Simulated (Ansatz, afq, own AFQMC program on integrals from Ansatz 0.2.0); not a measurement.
# GeH₄ (singlet): quantum Monte Carlo beside coupled cluster at distance Ge1–H2 = 2.903 Å, cc-pVDZ, part 2 of 2

Ansatz 0.2.0, Gaussian basis, and an in-house AFQMC program (afq) on its integrals; all values are calculated; cc-pVDZ, frozen cores. The steps go on from the part before.

## 13. CCSD(T) on UHF

The input, in.yaml:

```yaml
crystal:
  periodic: [false, false, false]
  atoms:
    - {symbol: Ge, position_ang: [-0.010370, -0.010404, -0.010390]}
    - {symbol: H, position_ang: [1.662777, 1.668182, 1.666016]}
    - {symbol: H, position_ang: [-0.898256, -0.894424, 0.875271]}
    - {symbol: H, position_ang: [-0.894195, 0.874109, -0.899614]}
    - {symbol: H, position_ang: [0.877017, -0.898095, -0.892874]}
basis:
  gaussian: {orbitals: cc-pVDZ}
magnetization: {spin_polarized: true, initial_magnetization: 0}
correlation: {method: ccsd_t, electrons: outside_noble_gas, hamiltonian_folder: ham}
```

Started as:

```
$ ansatz run in.yaml --threads 1 --pin off --events-out ev --progress --plain --max-ram 1382MiB
```

The log of the run (excerpt; [...] marks lines left out):

```text
Functional definition: HF
  name "HF"
  cite "Fock, Z. Phys. 61, 126 (1930) doi:10.1007/BF01340294"
  parent pbe
[...]
499 factors; integrals over basis functions are off by at most 1.1e-3 eV
[...]
mean field -56532.72374317 eV, -2077.5392783050 hartree, gradient 2.9e-6 eV, S^2 0.854681; 5 other end points of the search recorded, 0 dependent functions left out
determinant -56532.72374317 eV, -2077.5392783050 hartree, with singles and doubles -56536.09167918 eV, -2077.6630476706 hartree
determinant -56531.44486952 eV, -2077.4922805655 hartree, with singles and doubles -56536.19526920 eV, -2077.6668545335 hartree
14 core orbitals not correlated: weight in the atoms' cores, before any rotation towards them, 0.999 or more for the frozen orbitals, at most 0.000 for the correlated occupied ones
reference -56532.72374317 eV, -2077.5392783050 hartree; 4, 4 occupied and 29, 29 virtual orbitals, 499 factors
second order -2.53422527 eV of doubles, -0.00000000 eV of singles
cycle   1  -3.37173220 eV  change   -3.8e-3 eV  update   8.5e-3
[...]
cycle  12  -3.45307362 eV  change    2.1e-6 eV  update   3.8e-6
perturbative correction -0.12500462 eV, -0.0045938350 hartree
Total energy: -56536.30182140 eV, -2077.6707702548 hartree
```

It took 2 s on 1 thread of Arm Neoverse V2, shared host.

From the report: ⟨S²⟩ of the determinant 0.855 (pure singlet: 0.00); correlation -3.5781 eV; T1 0.067; largest double amplitude 0.35. The determinant is far from a pure spin state, so its energy mixes those of several spin states (harmless only where they are near-degenerate, as at dissociation).

This run also writes the integrals to the folder ham.

## 14. CCSDT(Q) on UHF

Edit in.yaml of step 13 so:

```diff
@@ -11,2 +11,2 @@
 magnetization: {spin_polarized: true, initial_magnetization: 0}
-correlation: {method: ccsd_t, electrons: outside_noble_gas, hamiltonian_folder: ham}
+correlation: {method: ccsdt_q, electrons: outside_noble_gas}
```

Same command.

The log of the run (excerpt; [...] marks lines left out):

```text
Functional definition: HF
  name "HF"
  cite "Fock, Z. Phys. 61, 126 (1930) doi:10.1007/BF01340294"
  parent pbe
[...]
911 factors; integrals over basis functions are off by at most 2.0e-7 eV
[...]
mean field -56532.72383762 eV, -2077.5392817760 hartree, gradient 2.0e-6 eV, S^2 0.854683; 5 other end points of the search recorded, 0 dependent functions left out
determinant -56532.72383762 eV, -2077.5392817760 hartree, with singles and doubles -56536.09175392 eV, -2077.6630504173 hartree
determinant -56531.44494243 eV, -2077.4922832445 hartree, with singles and doubles -56536.19535436 eV, -2077.6668576632 hartree
14 core orbitals not correlated: weight in the atoms' cores, before any rotation towards them, 0.999 or more for the frozen orbitals, at most 0.000 for the correlated occupied ones
reference -56532.72383762 eV, -2077.5392817760 hartree; 4, 4 occupied and 29, 29 virtual orbitals, 911 factors
second order -2.53426027 eV of doubles, -0.00000000 eV of singles
cycle   1  -3.05047485 eV  change   -5.2e-1 eV  update   6.0e-2
[...]
cycle  21  -3.67230892 eV  change   -7.3e-7 eV  update   1.4e-7
perturbative correction -0.01187511 eV, -0.0004364023 hartree
WARN: these amplitudes may be one of several solutions (largest doubles amplitude 0.57, level shift 0.00 eV)
Total energy: -56536.40802165 eV, -2077.6746730418 hartree
```

Wall time 11 s (1 thread of Arm Neoverse V2, shared host).

From the report: ⟨S²⟩ of the determinant 0.855 (pure singlet: 0.00); correlation -3.6842 eV; T1 0.104; largest double amplitude 0.57. The determinant is far from a pure spin state, so its energy mixes those of several spin states (harmless only where they are near-degenerate, as at dissociation). The report flags that the cluster equations may have other roots.

## 15. Phaseless AFQMC, CISD trial on UHF

It reads the integrals that the CCSD(T) run on this determinant wrote.

Started as:

```
$ afq ham --method phaseless --trial cisd --walkers 60 --populations 1 --least-time 40 --time-step 0.005 --steps-per-block 50 --equilibration-blocks 40 --max-blocks 300 --target-error 0.00068 --factor-cut 1e-05 --start spin_pure --seed 9607 --release-times 0.24,0.51,0.99,1.62,2.4 --release-step 0.03 --release-every 4 --taylor-order 6
```

The log of the run:

```text
orbitals 33  electrons 4 4  factors 251 of 499
reference energy -2077.53927830 Eh
CCSD correlation -0.12689790 Eh in 16 cycles, weight of the determinant in the CISD state 0.7557
energy of the start -2077.636930 Eh
 block  time / (1/Eh)  mean weight  energy / Eh
     1     0.250  0.9984  -2077.649695
     2     0.500  0.9985  -2077.658811
     3     0.750  0.9991  -2077.664112
     4     1.000  1.0000  -2077.667110
     5     1.250  1.0004  -2077.666985
     6     1.500  0.9996  -2077.670900
     7     1.750  0.9987  -2077.671806
     8     2.000  1.0004  -2077.672311
     9     2.250  1.0020  -2077.673337
    10     2.500  0.9980  -2077.669897
    11     2.750  0.9985  -2077.670468
    16     4.000  1.0007  -2077.673679
    21     5.250  1.0001  -2077.672029
    26     6.500  0.9998  -2077.672367
    31     7.750  0.9996  -2077.671911
    36     9.000  1.0002  -2077.670746
    41    10.250  1.0000  -2077.672279
    46    11.500  1.0009  -2077.679794
    51    12.750  1.0010  -2077.673921
    56    14.000  0.9994  -2077.675145
    61    15.250  0.9999  -2077.675185
    66    16.500  1.0011  -2077.675655
    71    17.750  1.0027  -2077.673353
    76    19.000  1.0005  -2077.674317
    81    20.250  1.0000  -2077.676847
    86    21.500  1.0001  -2077.681597
    91    22.750  0.9990  -2077.677554
    96    24.000  1.0006  -2077.672538
   101    25.250  0.9984  -2077.679411
   106    26.500  1.0013  -2077.669492
   111    27.750  1.0014  -2077.673074
   116    29.000  0.9993  -2077.675459
   121    30.250  1.0006  -2077.678150
   126    31.500  1.0002  -2077.675014
   131    32.750  1.0003  -2077.673890
   136    34.000  1.0008  -2077.673488
   141    35.250  0.9986  -2077.671704
   146    36.500  1.0007  -2077.673974
   151    37.750  0.9992  -2077.672979
   156    39.000  0.9987  -2077.674164
   161    40.250  1.0014  -2077.670803
   166    41.500  0.9997  -2077.673577
   171    42.750  0.9975  -2077.670627
   176    44.000  0.9997  -2077.676522
   181    45.250  0.9987  -2077.678144
   186    46.500  0.9996  -2077.671375
   191    47.750  1.0001  -2077.667596
   196    49.000  0.9986  -2077.674237
blocks merged  error / Eh  count
     1  0.000264  160
     2  0.000338  80
     4  0.000429  40
     8  0.000560  20
    16  0.000582  10
released: time / (1/Eh)  energy / Eh  error  mean overlap
  0.24  -2077.674562  0.000549  1.0007
  0.51  -2077.674358  0.000611  0.9990
  0.99  -2077.674357  0.000489  1.0099
  1.62  -2077.674312  0.000560  1.0125
  2.40  -2077.674720  0.000740  1.0141
energy -2077.674588 +/- 0.000560 Eh
```

Wall time 2.3 min (1 thread of Arm Neoverse V2, shared host).

Energy -56536.4057 ± 0.0152 eV. The run doesn't count as converged. Caveats: constraint bias not in the error; error not settled.

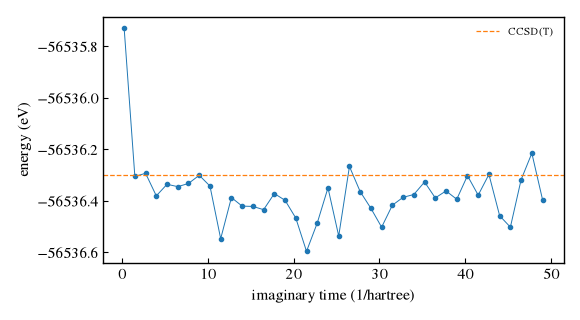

Block energies along the walk.

## 16. Phaseless AFQMC, single-determinant trial on UHF

It reads the integrals that the CCSD(T) run on this determinant wrote.

Started as:

```
$ afq ham --method phaseless --trial hf --walkers 120 --populations 1 --least-time 40 --time-step 0.005 --steps-per-block 20 --equilibration-blocks 160 --max-blocks 600 --target-error 0.00204 --factor-cut 1e-05 --start spin_pure --seed 2764 --taylor-order 6
```

The log of the run:

```text
orbitals 33  electrons 4 4  factors 251 of 499
reference energy -2077.53927830 Eh
CCSD correlation -0.12689790 Eh in 16 cycles, weight of the determinant in the CISD state 0.7557
energy of the start -2077.548039 Eh
 block  time / (1/Eh)  mean weight  energy / Eh
     1     0.100  1.0002  -2077.570727
     2     0.200  1.0002  -2077.586686
     3     0.300  1.0018  -2077.602605
     4     0.400  1.0007  -2077.612183
     5     0.500  0.9997  -2077.617706
     6     0.600  0.9999  -2077.623234
     7     0.700  1.0008  -2077.630958
     8     0.800  1.0008  -2077.638666
     9     0.900  0.9998  -2077.645971
    10     1.000  1.0003  -2077.646517
    15     1.500  1.0007  -2077.661643
    29     2.900  0.9992  -2077.673669
    43     4.300  0.9988  -2077.687685
    57     5.700  0.9992  -2077.674595
    71     7.100  1.0005  -2077.669430
    85     8.500  1.0000  -2077.678211
    99     9.900  0.9993  -2077.677603
   113    11.300  1.0014  -2077.673086
   127    12.700  1.0002  -2077.684854
   141    14.100  0.9989  -2077.676564
   155    15.500  0.9988  -2077.665943
   169    16.900  0.9993  -2077.665886
   183    18.300  1.0004  -2077.685324
   197    19.700  1.0014  -2077.693369
   211    21.100  0.9988  -2077.670039
   225    22.500  1.0011  -2077.695434
   239    23.900  0.9990  -2077.666940
   253    25.300  0.9998  -2077.674768
   267    26.700  0.9990  -2077.672593
   281    28.100  0.9988  -2077.674400
   295    29.500  0.9991  -2077.692917
   309    30.900  1.0005  -2077.686169
   323    32.300  1.0002  -2077.679530
   337    33.700  1.0008  -2077.675425
   351    35.100  0.9997  -2077.683758
   365    36.500  0.9996  -2077.683389
   379    37.900  1.0009  -2077.666196
   393    39.300  1.0003  -2077.681294
   407    40.700  0.9994  -2077.688999
   421    42.100  0.9996  -2077.695078
   435    43.500  1.0010  -2077.673490
   449    44.900  1.0004  -2077.683181
   463    46.300  1.0006  -2077.672446
   477    47.700  1.0028  -2077.667614
   491    49.100  0.9997  -2077.671166
   505    50.500  1.0001  -2077.669207
   519    51.900  0.9989  -2077.677232
   533    53.300  1.0004  -2077.668109
   547    54.700  1.0010  -2077.667488
blocks merged  error / Eh  count
     1  0.000491  400
     2  0.000671  200
     4  0.000907  100
     8  0.001179  50
    16  0.001546  25
    32  0.002056  12
energy -2077.676511 +/- 0.001546 Eh
```

Run time: 1.9 min. Hardware: 1 thread of Arm Neoverse V2, shared host.

Energy -56536.4580 ± 0.0421 eV. The run doesn't count as converged. Caveats: constraint bias not in the error; error not settled. The error still grows with block length (0.0321 to 0.0559 eV), so the bar may be too small.

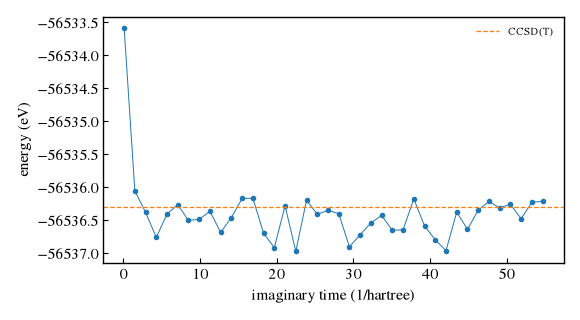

Block energies along the walk.

## 17. AFQMC on the ladder

On the RHF determinant, counted from CCSDT(Q) (a yardstick, not exact):

```tsv
level	energy (eV)	from CCSDT(Q) (kJ/mol)	statistical error (kJ/mol)	time
HF	-56531.4449	+479.3		
MP2	-56534.8486	+150.9		
CCSD	-56536.1935	+21.2		
CCSD(T)	-56536.3804	+3.1		
CCSDT(Q)	-56536.4129	0.0		
Phaseless AFQMC, CISD trial, step 0.005, 60 walkers	-56536.3745	+3.7	1.7	80 s
Phaseless AFQMC, single-determinant trial, step 0.005, 120 walkers	-56536.0050	+39.4	5.3	86 s
```

The functionals' totals stand on their own zeros and serve differences with other points: PBE -56569.848 eV; r2SCAN -56578.420 eV; PBE0 -56571.433 eV; B3LYP -56580.206 eV; wB97M-V -56574.845 eV; B2PLYP -56566.994 eV.

## 18. What came out

The summary covers parts 1 to 2.

| quantity | value |
| --- | --- |
| CCSD(T) on RHF from CCSDT(Q) | +3.1 kJ/mol |
| Phaseless AFQMC, CISD trial on RHF from CCSDT(Q) | +3.7 ± 1.7 kJ/mol |
| Phaseless AFQMC, single-determinant trial on RHF from CCSDT(Q) | +39.4 ± 5.3 kJ/mol |

In words: On RHF the phaseless walk with the CISD trial lies +3.7 kJ/mol from CCSDT(Q), within three error bars. A single-determinant trial moves the result by +35.7 kJ/mol. Error bars are statistical and leave out the constraint, the time step and what remains of the start.
